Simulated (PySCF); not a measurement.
**PBE/def2-SVP run of AlH2BrO2 (SMILES [OH][Al]([OH])[Br])**

Aim: the energy change on altering one bond length of AlH2BrO2 at PBE/def2-SVP, from 2 runs. 

The results are computed with PySCF 2.14.0.

6 further runs of the same task are left out: 3 for a known fault of the program, 3 set aside as unsound or not needed.

## Step 1: The system as given

AlH2BrO2: 6 atoms, total charge 0, spin state singlet. SMILES: `[OH][Al]([OH])[Br]`. Geometry: relaxed at PBE0-D4/def2-TZVP. This is one conformer, not always the lowest.

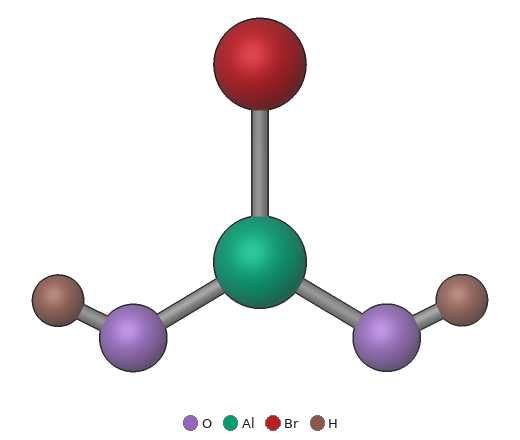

Viewed from a chosen angle; oxygen purple, aluminium teal, bromine red, hydrogen brown.

## Step 2: A single-point energy at PBE/def2-SVP

Contents of job.py:

```python
from pyscf import gto, dft

mol = gto.Mole()
mol.atom = [
    ('O', (-0.080200, 1.421100, -0.824900)),
    ('Al', (-0.029700, -0.053500, -0.021600)),
    ('O', (1.110100, -0.254800, 1.196000)),
    ('Br', (-1.450800, -1.714400, -0.562000)),
    ('H', (-0.702100, 1.604000, -1.526900)),
    ('H', (1.194600, -1.066400, 1.693300)),
]
mol.max_memory = 1860
mol.basis = 'def2-svp'
mol.charge = 0
mol.verbose = 4
mol.spin = 0
mol.build()

mf = dft.RKS(mol)
mf.xc = 'pbe'
mf.conv_tol = 1e-10
mf.grids.level = 5
mf.kernel()
if not mf.converged:
    mf = mf.newton().run(mf.mo_coeff, mf.mo_occ)

etot = mf.e_tot
print('Final energy', etot)
```

Launch:

```bash
OMP_NUM_THREADS=1 python job.py
```

The program printed:

```text
PySCF version 2.14.0

[INPUT] num. atoms = 6
[INPUT] num. electrons = 66
[INPUT] charge = 0
[INPUT] spin (= nelec alpha-beta = 2S) = 0
[INPUT] symmetry False subgroup None
[INPUT] Mole.unit = angstrom
[INPUT] Symbol           X                Y                Z      unit          X                Y                Z       unit  Magmom
[INPUT]  1 O     -0.080200000000   1.421100000000  -0.824900000000 AA   -0.151556035190   2.685489795619  -1.558835080154 Bohr   0.0
[INPUT]  2 Al    -0.029700000000  -0.053500000000  -0.021600000000 AA   -0.056124865900  -0.101100347664  -0.040818084291 Bohr   0.0
[INPUT]  3 O      1.110100000000  -0.254800000000   1.196000000000 AA    2.097784970880  -0.481502216539   2.260112444980 Bohr   0.0
[INPUT]  4 Br    -1.450800000000  -1.714400000000  -0.562000000000 AA   -2.741614661519  -3.239746467954  -1.062026082006 Bohr   0.0
[INPUT]  5 H     -0.702100000000   1.604000000000  -1.526900000000 AA   -1.326776712057   3.031120703802  -2.885422819598 Bohr   0.0
[INPUT]  6 H      1.194600000000  -1.066400000000   1.693300000000 AA    2.257466828405  -2.015203939236   3.199873246726 Bohr   0.0

nuclear repulsion = 298.129635661897
number of shells = 38
number of NR pGTOs = 172
number of NR cGTOs = 88
basis = def2-svp
ecp = {}

******** <class 'pyscf.dft.rks.RKS'> ********
method = RKS
initial guess = minao
damping factor = 0
level_shift factor = 0
DIIS = <class 'pyscf.scf.diis.CDIIS'>
diis_start_cycle = 1
diis_space = 8
diis_damp = 0
SCF conv_tol = 1e-10
SCF conv_tol_grad = None
SCF max_cycles = 50
direct_scf = True
direct_scf_tol = 1e-13
XC library pyscf.dft.libxc version 7.0.0
    S. Lehtola, C. Steigemann, M. J.T. Oliveira, and M. A.L. Marques.,  SoftwareX 7, 1–5 (2018)
XC functionals = pbe
    J. P. Perdew, K. Burke, and M. Ernzerhof.,  Phys. Rev. Lett. 77, 3865 (1996)
    J. P. Perdew, K. Burke, and M. Ernzerhof.,  Phys. Rev. Lett. 78, 1396 (1997)
    J. P. Perdew, K. Burke, and M. Ernzerhof.,  Phys. Rev. Lett. 77, 3865 (1996)
    J. P. Perdew, K. Burke, and M. Ernzerhof.,  Phys. Rev. Lett. 78, 1396 (1997)
radial grids:
    Treutler-Ahlrichs [JCP 102, 346 (1995); DOI:10.1063/1.469408] (M4) radial grids

becke partition: Becke, JCP 88, 2547 (1988); DOI:10.1063/1.454033
pruning grids: <function nwchem_prune>
grids dens level: 5
symmetrized grids: False
atomic radii adjust function: <function treutler_atomic_radii_adjust>
small_rho_cutoff = 0
Set gradient conv threshold to 1e-05
Initial guess from minao.
tot grids = 220824
init E= -2966.3763920888
  HOMO = -0.316974541377829  LUMO = -0.0948822555125095  gap/eV = 6.04344
cycle= 1 E= -2966.92743255748  delta_E= -0.551  |g|= 1.23  |ddm|= 2.67
  HOMO = -0.0477415861893999  LUMO = 0.000543745247445937  gap/eV = 1.31391
cycle= 2 E= -2965.13258974748  delta_E= 1.79  |g|= 3.02  |ddm|= 3.49
  HOMO = -0.216684438709975  LUMO = -0.0451845526619024  gap/eV = 4.66675
cycle= 3 E= -2967.20286872181  delta_E= -2.07  |g|= 0.214  |ddm|= 3.02
  HOMO = -0.264127257662357  LUMO = -0.0534246599840373  gap/eV = 5.73351
cycle= 4 E= -2967.21449843785  delta_E= -0.0116  |g|= 0.155  |ddm|= 0.558
  HOMO = -0.262530173015799  LUMO = -0.0528933367407673  gap/eV = 5.70451
cycle= 5 E= -2967.22019086422  delta_E= -0.00569  |g|= 0.0337  |ddm|= 0.208
  HOMO = -0.259754323583941  LUMO = -0.0504964757673352  gap/eV = 5.69420
cycle= 6 E= -2967.22041743402  delta_E= -0.000227  |g|= 0.00848  |ddm|= 0.0381
  HOMO = -0.259543982471874  LUMO = -0.0511169965606846  gap/eV = 5.67159
cycle= 7 E= -2967.22043682255  delta_E= -1.94e-05  |g|= 0.00274  |ddm|= 0.0122
  HOMO = -0.259598266805504  LUMO = -0.0510234348260128  gap/eV = 5.67561
cycle= 8 E= -2967.22043916754  delta_E= -2.34e-06  |g|= 0.000245  |ddm|= 0.00331
  HOMO = -0.259616639874778  LUMO = -0.0510326972361455  gap/eV = 5.67586
cycle= 9 E= -2967.22043917843  delta_E= -1.09e-08  |g|= 4.44e-05  |ddm|= 0.000179
  HOMO = -0.259614730955633  LUMO = -0.0510313567621501  gap/eV = 5.67584
cycle= 10 E= -2967.22043917877  delta_E= -3.38e-10  |g|= 2.08e-05  |ddm|= 4.9e-05
  HOMO = -0.2596144179818  LUMO = -0.0510310740938791  gap/eV = 5.67584
cycle= 11 E= -2967.22043917884  delta_E= -6.32e-11  |g|= 1.18e-05  |ddm|= 2.3e-05
  HOMO = -0.259614321042511  LUMO = -0.0510309992601816  gap/eV = 5.67584
cycle= 12 E= -2967.22043917885  delta_E= -1.23e-11  |g|= 8.38e-07  |ddm|= 9.11e-06
  HOMO = -0.259614242716641  LUMO = -0.051031106678006  gap/eV = 5.67584
Extra cycle  E= -2967.22043917885  delta_E= 9.09e-13  |g|= 1.07e-06  |ddm|= 2.41e-06
converged SCF energy = -2967.22043917885
Final energy -2967.2204391788473
```

Run time: 17 s. Hardware: 1 thread of Arm Neoverse V2, shared host; peak memory 0.46 GiB.

## Step 3: The distorted shape at the same level

Contents of run.py:

```python
from pyscf import gto, dft

mol = gto.M(
    atom=[
    ('O', (-0.122452, 1.826920, -1.073562)),
    ('Al', (-0.071952, 0.352320, -0.270262)),
    ('O', (1.067848, 0.151020, 0.947338)),
    ('Br', (-1.493052, -1.308580, -0.810662)),
    ('H', (-0.744352, 2.009820, -1.775562)),
    ('H', (1.194600, -1.066400, 1.693300)),
],
    basis='def2-svp',
    spin=0,
    max_memory=1860,
    verbose=4,
)

myscf = dft.RKS(mol, xc='pbe')
myscf.grids.level = 5
myscf.conv_tol = 1e-10
myscf.kernel()
if not myscf.converged:
    myscf = myscf.newton().run(myscf.mo_coeff, myscf.mo_occ)

e_tot = myscf.e_tot
print('Final energy', e_tot)
```

Launch:

```bash
OMP_NUM_THREADS=1 python run.py
```

The program printed:

```text
PySCF version 2.14.0

[INPUT] num. atoms = 6
[INPUT] num. electrons = 66
[INPUT] charge = 0
[INPUT] spin (= nelec alpha-beta = 2S) = 0
[INPUT] symmetry False subgroup None
[INPUT] Mole.unit = angstrom
[INPUT] Symbol           X                Y                Z      unit          X                Y                Z       unit  Magmom
[INPUT]  1 O     -0.122452000000   1.826920000000  -1.073562000000 AA   -0.231400743405   3.452378451490  -2.028738157740 Bohr   0.0
[INPUT]  2 Al    -0.071952000000   0.352320000000  -0.270262000000 AA   -0.135969574115   0.665788308207  -0.510721161877 Bohr   0.0
[INPUT]  3 O      1.067848000000   0.151020000000   0.947338000000 AA    2.017940262665   0.285386439332   1.790209367393 Bohr   0.0
[INPUT]  4 Br    -1.493052000000  -1.308580000000  -0.810662000000 AA   -2.821459369734  -2.472857812083  -1.531929159592 Bohr   0.0
[INPUT]  5 H     -0.744352000000   2.009820000000  -1.775562000000 AA   -1.406621420272   3.798009359673  -3.355325897185 Bohr   0.0
[INPUT]  6 H      1.194600000000  -1.066400000000   1.693300000000 AA    2.257466828405  -2.015203939236   3.199873246726 Bohr   0.0

nuclear repulsion = 295.889770034123
number of shells = 38
number of NR pGTOs = 172
number of NR cGTOs = 88
basis = def2-svp
ecp = {}

******** <class 'pyscf.dft.rks.RKS'> ********
method = RKS
initial guess = minao
damping factor = 0
level_shift factor = 0
DIIS = <class 'pyscf.scf.diis.CDIIS'>
diis_start_cycle = 1
diis_space = 8
diis_damp = 0
SCF conv_tol = 1e-10
SCF conv_tol_grad = None
SCF max_cycles = 50
direct_scf = True
direct_scf_tol = 1e-13
XC library pyscf.dft.libxc version 7.0.0
    S. Lehtola, C. Steigemann, M. J.T. Oliveira, and M. A.L. Marques.,  SoftwareX 7, 1–5 (2018)
XC functionals = pbe
    J. P. Perdew, K. Burke, and M. Ernzerhof.,  Phys. Rev. Lett. 77, 3865 (1996)
    J. P. Perdew, K. Burke, and M. Ernzerhof.,  Phys. Rev. Lett. 78, 1396 (1997)
    J. P. Perdew, K. Burke, and M. Ernzerhof.,  Phys. Rev. Lett. 77, 3865 (1996)
    J. P. Perdew, K. Burke, and M. Ernzerhof.,  Phys. Rev. Lett. 78, 1396 (1997)
radial grids:
    Treutler-Ahlrichs [JCP 102, 346 (1995); DOI:10.1063/1.469408] (M4) radial grids

becke partition: Becke, JCP 88, 2547 (1988); DOI:10.1063/1.454033
pruning grids: <function nwchem_prune>
grids dens level: 5
symmetrized grids: False
atomic radii adjust function: <function treutler_atomic_radii_adjust>
small_rho_cutoff = 0
Set gradient conv threshold to 1e-05
[... 1 set-up line as earlier in the session ...]
tot grids = 220824
init E= -2966.19804894685
  HOMO = -0.316599869207777  LUMO = -0.129527083502579  gap/eV = 5.09051
cycle= 1 E= -2966.77499838263  delta_E= -0.577  |g|=  1.3  |ddm|= 2.61
  HOMO = -0.000927563333267045  LUMO = 0.0227082322575072  gap/eV = 0.64316
cycle= 2 E= -2963.65323007096  delta_E= 3.12  |g|= 3.49  |ddm|= 4.21
  HOMO = -0.207732604675441  LUMO = -0.156342407964567  gap/eV = 1.39840
cycle= 3 E= -2967.0656805961  delta_E= -3.41  |g|= 0.534  |ddm|= 3.83
  HOMO = -0.235777641929388  LUMO = -0.107847993581248  gap/eV = 3.48114
cycle= 4 E= -2967.0918534653  delta_E= -0.0262  |g|= 0.479  |ddm|= 0.824
  HOMO = -0.254895931644168  LUMO = -0.112360205862158  gap/eV = 3.87859
cycle= 5 E= -2967.1360170977  delta_E= -0.0442  |g|= 0.0937  |ddm|= 0.36
  HOMO = -0.254075477193426  LUMO = -0.11607145193412  gap/eV = 3.75528
cycle= 6 E= -2967.13821626445  delta_E= -0.0022  |g|= 0.0429  |ddm|= 0.144
  HOMO = -0.254783785815647  LUMO = -0.117005677909302  gap/eV = 3.74913
cycle= 7 E= -2967.13851600206  delta_E= -0.0003  |g|= 0.015  |ddm|= 0.0291
  HOMO = -0.254948850033596  LUMO = -0.117659376466072  gap/eV = 3.73584
cycle= 8 E= -2967.13856744076  delta_E= -5.14e-05  |g|= 0.00424  |ddm|= 0.0131
  HOMO = -0.255071013112803  LUMO = -0.117839008040421  gap/eV = 3.73427
cycle= 9 E= -2967.13857183948  delta_E= -4.4e-06  |g|= 0.00121  |ddm|= 0.0047
  HOMO = -0.255082852981986  LUMO = -0.117865665058936  gap/eV = 3.73387
cycle= 10 E= -2967.13857217259  delta_E= -3.33e-07  |g|= 9.26e-05  |ddm|= 0.000962
  HOMO = -0.255078321171214  LUMO = -0.117864555871573  gap/eV = 3.73378
cycle= 11 E= -2967.13857217425  delta_E= -1.66e-09  |g|= 1.97e-05  |ddm|= 8.94e-05
  HOMO = -0.25507800776894  LUMO = -0.117865693154214  gap/eV = 3.73374
cycle= 12 E= -2967.13857217435  delta_E= -9.46e-11  |g|= 2.9e-06  |ddm|= 2.08e-05
  HOMO = -0.25507802533276  LUMO = -0.11786611903713  gap/eV = 3.73373
Extra cycle  E= -2967.13857217434  delta_E= 6.37e-12  |g|= 3.36e-06  |ddm|= 6.27e-06
converged SCF energy = -2967.13857217434
Final energy -2967.13857217434
```

Wall time 17 s (1 thread of Arm Neoverse V2, shared host); peak memory 0.46 GiB.

## Step 4: What came out

Level: PBE/def2-SVP.

| quantity | value |
| --- | --- |
| first shape: total energy | -2967.22044 Eh |
| first shape: dipole moment | 0.74 D |
| first shape: HOMO energy | -7.06 eV |
| first shape: LUMO energy | -1.39 eV |
| first shape: HOMO–LUMO gap | 5.68 eV |
| distorted shape: total energy | -2967.13857 Eh |
| distorted shape: dipole moment | 0.91 D |
| distorted shape: HOMO energy | -6.94 eV |
| distorted shape: LUMO energy | -3.21 eV |
| distorted shape: HOMO–LUMO gap | 3.73 eV |
| energy change with the O3–H6 bond stretched from 0.956 to 1.433 Å | 2.228 eV |

In words: With the O3–H6 bond stretched from 0.956 to 1.433 Å the energy rises by 2.23 eV (51 kcal/mol). The first shape isn't relaxed at this level, so the change isn't measured from a minimum. Mulliken charges (first shape) run from -0.39 on O1 to +0.69 on Al2.
